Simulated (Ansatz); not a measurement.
# SiH₄O (triplet): correlated methods under varied settings at distance Si1–H5 along a hydrogen transfer = 1.485 Å

What do other methods and options give for SiH₄O (triplet) at this geometry, and how long do they take?

Program: Ansatz 0.2.0, Gaussian basis. Level of theory: the settings change from run to run. These are calculated values, not measurements.

10 further runs of the same task are left out: 10 that didn't finish.

**1. The geometry**

The geometry derives from fragments relaxed apart (PBE0/def2-TZVP) and kept rigid, so it is no stationary point. A hydrogen atom is moved between rigid fragments.

6 atoms, charge 0, spin multiplicity 3.

Atoms are counted from 1 here; the program's logs count them from 0.

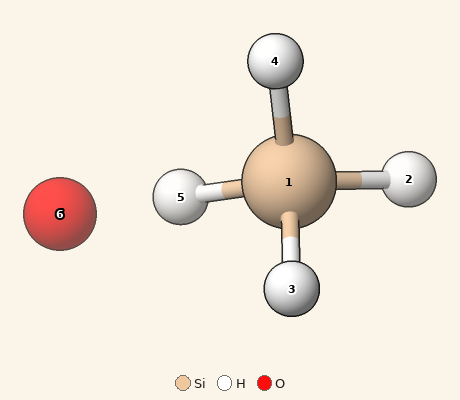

The structure; silicon light orange, hydrogen white, oxygen red; atoms are numbered from 1 in the order of the file.

**2. CCSD(T) on UHF/cc-pVDZ**

Input file in.yaml:

```yaml
crystal:
  periodic: [false, false, false]
  atoms:
    - {symbol: Si, position_ang: [-1.043757, 0.000000, 0.000000]}
    - {symbol: H, position_ang: [-1.538629, 1.399708, 0.000000]}
    - {symbol: H, position_ang: [-1.538629, -0.699854, 1.212183]}
    - {symbol: H, position_ang: [-1.538629, -0.699854, -1.212183]}
    - {symbol: H, position_ang: [0.440858, 0.000000, 0.000000]}
    - {symbol: O, position_ang: [2.095243, 0.000000, 0.000000]}
basis:
  gaussian: {orbitals: cc-pVDZ}
magnetization: {spin_polarized: true, initial_magnetization: 2}
correlation: {method: ccsd_t, electrons: outside_noble_gas}
accuracy: high
scf: {lower_state_search: full}
```

On the command line:

```sh
$ ansatz run in.yaml --threads 1 --pin off --events-out ev --progress --plain --max-ram 2393MiB
```

Output (excerpt; [...] marks lines left out):

```text
Functional definition: HF
  name "HF"
  cite "Fock, Z. Phys. 61, 126 (1930) doi:10.1007/BF01340294"
  parent pbe
[...]
1123 factors; integrals over basis functions are off by at most 5.5e-9 eV
[...]
mean field -9959.81180377 eV, -366.0163327858 hartree, gradient 2.2e-10 eV, S^2 2.009578; 18 other end points of the search recorded, 0 dependent functions left out
determinant -9959.81180377 eV, -366.0163327858 hartree, with singles and doubles -9967.20548846 eV, -366.2880456863 hartree
determinant -9959.38603324 eV, -366.0006860072 hartree, with singles and doubles -9966.71434721 eV, -366.2699965782 hartree
determinant -9959.81180377 eV, -366.0163327858 hartree, with singles and doubles -9967.20649302 eV, -366.2880826034 hartree
determinant -9959.38603324 eV, -366.0006860072 hartree, with singles and doubles -9966.71457097 eV, -366.2700048015 hartree
6 core orbitals not correlated: weight in the atoms' cores, before any rotation towards them, 1.000 or more for the frozen orbitals, at most 0.000 for the correlated occupied ones
reference -9959.81180377 eV, -366.0163327858 hartree; 8, 6 occupied and 38, 40 virtual orbitals, 1123 factors
second order -6.12595008 eV of doubles, -0.00000000 eV of singles
cycle   1  -7.39469382 eV  change   -4.6e-6 eV  update   3.0e-6
[...]
cycle  17  -7.39469774 eV  change   2.8e-10 eV  update  3.4e-10
perturbative correction -0.10604254 eV, -0.0038969916 hartree
Total energy: -9967.31254406 eV, -366.2919799071 hartree
```

Wall time 16 s (1 thread of Arm Neoverse V2, shared host).

From the report: ⟨S²⟩ of the determinant 2.010 (pure triplet: 2.00); correlation -7.5007 eV; T1 0.014; largest double amplitude 0.04.

**3. CCSD(T) on ROHF/cc-pVDZ**

Edit in.yaml of step 2 so:

```diff
@@ -10,6 +10,6 @@
 basis:
-  gaussian: {orbitals: cc-pVDZ}
-magnetization: {spin_polarized: true, initial_magnetization: 2}
+  gaussian: {orbitals: cc-pVDZ, point_charges: [{charge: -0.50, position_ang: [6.404, 0.357, 0.899]}]}
+magnetization: {spin_polarized: false, initial_magnetization: 2}
 correlation: {method: ccsd_t, electrons: outside_noble_gas}
-accuracy: high
-scf: {lower_state_search: full}
+scf: {lower_state_search: light}
+output: {forces: true}
```

The command is unchanged.

Output (excerpt; [...] marks lines left out):

```text
Functional definition: HF
  name "HF"
  cite "Fock, Z. Phys. 61, 126 (1930) doi:10.1007/BF01340294"
  parent pbe
[...]
480 factors; integrals over basis functions are off by at most 1.2e-3 eV
[...]
mean field -9959.66073536 eV, -366.0107811240 hartree, gradient 8.5e-11 eV, S^2 2.000000; 12 other end points of the search recorded, 0 dependent functions left out
[...]
determinant -9959.66073536 eV, -366.0107811240 hartree, with singles and doubles -9967.19992646 eV, -366.2878412865 hartree
determinant -9959.65938761 eV, -366.0107315952 hartree, with singles and doubles -9967.19854367 eV, -366.2877904699 hartree
determinant -9959.27255392 eV, -365.9965157192 hartree, with singles and doubles -9966.74202391 eV, -366.2710136782 hartree
determinant -9959.66073536 eV, -366.0107811240 hartree, with singles and doubles -9967.20088388 eV, -366.2878764714 hartree
[...]
second order -6.16060199 eV of doubles, -0.10679558 eV of singles
cycle   1  -7.54015173 eV  change   -3.2e-6 eV  update   3.3e-6
[...]
cycle  23  -7.54015457 eV  change  -6.1e-10 eV  update   1.4e-9
perturbative correction -0.10672644 eV, -0.0039221245 hartree
[...]
Total energy: -9967.30761638 eV, -366.2917988182 hartree
Atom 0 at    -1.043757     0.000000     0.000000 Å, force    -0.235420     0.022963     0.029675 eV/Å
Atom 1 at    -1.538629     1.399708     0.000000 Å, force    -0.067775     0.116124    -0.008214 eV/Å
Atom 2 at    -1.538629    -0.699854     1.212183 Å, force    -0.066386    -0.067562     0.097018 eV/Å
Atom 3 at    -1.538629    -0.699854    -1.212183 Å, force    -0.063574    -0.066469    -0.111567 eV/Å
Atom 4 at     0.440858     0.000000     0.000000 Å, force    -0.462419    -0.001028    -0.002191 eV/Å
Atom 5 at     2.095243     0.000000     0.000000 Å, force     0.898795    -0.004084    -0.004839 eV/Å
Dipole moment:     0.009660     0.001824     0.004925 e Å
```

Wall time 22 s (1 thread of Arm Neoverse V2, shared host).

From the report: correlation -7.6469 eV; T1 0.018; largest double amplitude 0.05.

**4. CCSDT on UHF/6-31G***

Input file in.yaml:

```yaml
crystal:
  periodic: [false, false, false]
  atoms:
    - {symbol: Si, position_ang: [-1.043757, 0.000000, 0.000000]}
    - {symbol: H, position_ang: [-1.538629, 1.399708, 0.000000]}
    - {symbol: H, position_ang: [-1.538629, -0.699854, 1.212183]}
    - {symbol: H, position_ang: [-1.538629, -0.699854, -1.212183]}
    - {symbol: H, position_ang: [0.440858, 0.000000, 0.000000]}
    - {symbol: O, position_ang: [2.095243, 0.000000, 0.000000]}
basis:
  gaussian: {orbitals: "6-31G*", point_charges: [{charge: 0.50, position_ang: [6.255, 0.907, -0.608]}]}
magnetization: {spin_polarized: true, initial_magnetization: 2}
correlation: {method: ccsdt, electrons: outside_noble_gas}
```

Launched as before.

Output (excerpt; [...] marks lines left out):

```text
Functional definition: HF
  name "HF"
  cite "Fock, Z. Phys. 61, 126 (1930) doi:10.1007/BF01340294"
  parent pbe
[...]
732 factors; integrals over basis functions are off by at most 1.7e-7 eV
[...]
mean field -9959.13200892 eV, -365.9913507858 hartree, gradient 1.7e-9 eV, S^2 2.011017; 11 other end points of the search recorded, 0 dependent functions left out
determinant -9959.13200892 eV, -365.9913507858 hartree, with singles and doubles -9965.29026478 eV, -366.2176625143 hartree
determinant -9959.12975169 eV, -365.9912678340 hartree, with singles and doubles -9965.28803578 eV, -366.2175806001 hartree
determinant -9958.65857192 eV, -365.9739522969 hartree, with singles and doubles -9964.70312586 eV, -366.1960855569 hartree
determinant -9959.13200892 eV, -365.9913507858 hartree, with singles and doubles -9965.29161505 eV, -366.2177121360 hartree
determinant -9959.12975169 eV, -365.9912678340 hartree, with singles and doubles -9965.28938355 eV, -366.2176301298 hartree
6 core orbitals not correlated: weight in the atoms' cores, before any rotation towards them, 1.000 or more for the frozen orbitals, at most 0.000 for the correlated occupied ones
reference -9959.13200892 eV, -365.9913507858 hartree; 8, 6 occupied and 28, 30 virtual orbitals, 732 factors
second order -5.02439947 eV of doubles, -0.00000000 eV of singles
cycle   1  -5.81379719 eV  change   -7.9e-1 eV  update   7.0e-2
[...]
cycle  22  -6.27497458 eV  change   -6.8e-8 eV  update   1.1e-6
Total energy: -9965.40698350 eV, -366.2219518481 hartree
```

Wall time 33 s (1 thread of Arm Neoverse V2, shared host); peak memory 0.35 GiB.

From the report: ⟨S²⟩ of the determinant 2.011 (pure triplet: 2.00); correlation -6.2750 eV; T1 0.018; largest double amplitude 0.05.

**5. CCSDT/6-31G**

Edit in.yaml of step 4 so:

```diff
@@ -10,4 +10,6 @@
 basis:
-  gaussian: {orbitals: "6-31G*", point_charges: [{charge: 0.50, position_ang: [6.255, 0.907, -0.608]}]}
+  gaussian: {orbitals: 6-31G}
 magnetization: {spin_polarized: true, initial_magnetization: 2}
-correlation: {method: ccsdt, electrons: outside_noble_gas}
+hamiltonian: {xc: {name: B3LYP}, pseudopotentials: {relativity: scalar}}
+correlation: {method: ccsdt, electrons: valence}
+output: {forces: true}
```

The command is unchanged.

Output (excerpt; [...] marks lines left out):

```text
Functional definition: B3LYP
  name "B3LYP"
  cite "Stephens, Devlin, Chabalowski & Frisch, J. Phys. Chem. 98, 11623 (1994) doi:10.1021/j100096a001"
  cite "Becke, Phys. Rev. A 38, 3098 (1988) doi:10.1103/PhysRevA.38.3098"
  cite "Lee, Yang & Parr, Phys. Rev. B 37, 785 (1988) doi:10.1103/PhysRevB.37.785"
  cite "Vosko, Wilk & Nusair, Can. J. Phys. 58, 1200 (1980) doi:10.1139/p80-159"
[...]
606 factors; integrals over basis functions are off by at most 1.4e-7 eV
[...]
mean field -10000.22583133 eV, -367.5015209048 hartree, gradient 1.1e-10 eV, S^2 2.004148; 5 other end points of the search recorded, 0 dependent functions left out
6 core orbitals not correlated: weight in the atoms' cores, before any rotation towards them, 1.000 or more for the frozen orbitals, at most 0.000 for the correlated occupied ones
reference -9973.32567908 eV, -366.5129585433 hartree; 8, 6 occupied and 16, 18 virtual orbitals, 606 factors
second order -3.44709982 eV of doubles, -0.27183113 eV of singles
cycle   1  -4.18188636 eV  change   -4.6e-1 eV  update   5.9e-2
[...]
cycle   9  -4.50401325 eV  change  -1.1e-10 eV  update   1.3e-9
[...]
WARN: the results are in doubt because the forces break the atoms' symmetry
Total energy: -9977.82969234 eV, -366.6784779775 hartree
Relativity: scalar
Atom 0 at    -1.043757     0.000000     0.000000 Å, force    -0.413016    -0.020736    -0.004445 eV/Å
Atom 1 at    -1.538629     1.399708     0.000000 Å, force    -0.164125     0.518353     0.001621 eV/Å
Atom 2 at    -1.538629    -0.699854     1.212183 Å, force    -0.167037    -0.250537     0.448656 eV/Å
Atom 3 at    -1.538629    -0.699854    -1.212183 Å, force    -0.167860    -0.251300    -0.446737 eV/Å
Atom 4 at     0.440858     0.000000     0.000000 Å, force    -0.077530     0.000254     0.000055 eV/Å
Atom 5 at     2.095243     0.000000     0.000000 Å, force     0.989569     0.003966     0.000850 eV/Å
Dipole moment:    -0.088213     0.000211     0.000045 e Å
In doubt: the forces break the atoms' symmetry
```

Run time: 52 s. Hardware: 1 thread of Arm Neoverse V2, shared host; peak memory 0.47 GiB.

From the report: ⟨S²⟩ of the determinant 2.004 (pure triplet: 2.00); correlation -4.5040 eV; T1 0.021; largest double amplitude 0.04. The orbitals are Kohn-Sham ones, so correlation energy and T1 don't compare with those on Hartree-Fock orbitals. Mind the lines of doubt at the end of the log.

**6. All runs side by side**

Where basis and cores are those of an earlier UCCSDT(Q)/cc-pVDZ run (-9967.3397 eV), and the state is the same kind, the miss against it is given. † marks a result that the program doubts.

```csv
level,correlated,functions,energy (eV),from UCCSDT(Q) (meV),time
CCSD(T) on UHF/cc-pVDZ,outside noble gas,52,-9967.3125,27.2,16 s
CCSD(T) on ROHF/cc-pVDZ (beside a point charge),outside noble gas,52,-9967.3076,,22 s
CCSDT on UHF/6-31G* (beside a point charge),outside noble gas,42,-9965.4070,,33 s
"CCSDT/6-31G (on B3LYP orbitals, relativity set) †",valence,30,-9977.8297,,52 s
```

**7. Summary of results**

```
quantity                                                    value
    runs                                                        4
quickest                             CCSD(T) on UHF/cc-pVDZ, 16 s
 slowest  CCSDT/6-31G (on B3LYP orbitals, relativity set) †, 52 s
```

**Reading.** Total energies in different bases, with other cores or another treatment of relativity can't be set against each other. CCSDT/6-31G (on B3LYP orbitals, relativity set) † took 3 times as long as CCSD(T) on UHF/cc-pVDZ; the jobs differ in more than the method.
